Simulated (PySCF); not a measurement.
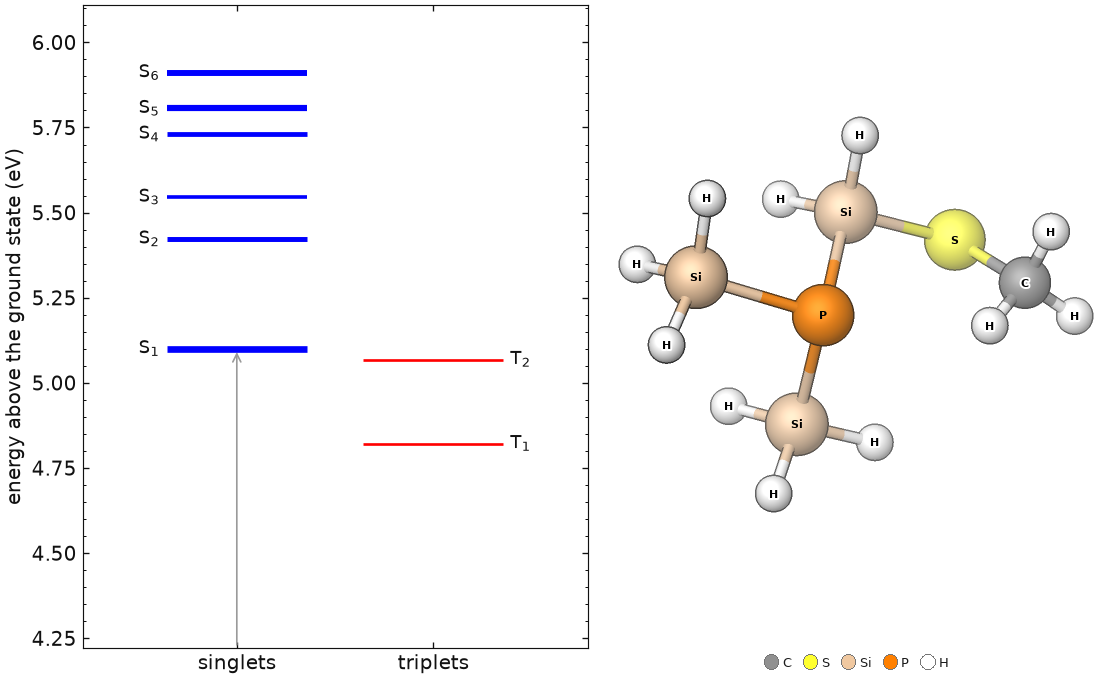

State diagram of CH₁₁PSSi₃, SMILES CS[SiH2]P([SiH3])[SiH3]. Vertical TDDFT excitations, PBE0/def2-SVPD, PySCF, at a GFN2-xTB geometry (no frequency check), gas phase. Triplets in the Tamm-Dancoff approximation; only the lowest 6 singlets and 2 triplets were computed. Thicker singlet lines are brighter; the arrow marks the brightest. S0, at zero, lies below the range drawn.

> What is the vertical gap between S1 and T1?

0.28 eV: S1 at 5.10 eV, T1 at 4.82 eV.

> What are the energy, strength and character of the state that the arrow marks?

S1 at 5.10 eV (243 nm), f = 0.010, mainly HOMO → LUMO (92 %).

> What character does the calculation give T1?

Mainly HOMO → LUMO (80 %).

Caveats: the tight-binding geometry is rougher than a DFT one and adds to the error; one conformer of a flexible molecule; core orbitals are frozen in the response.
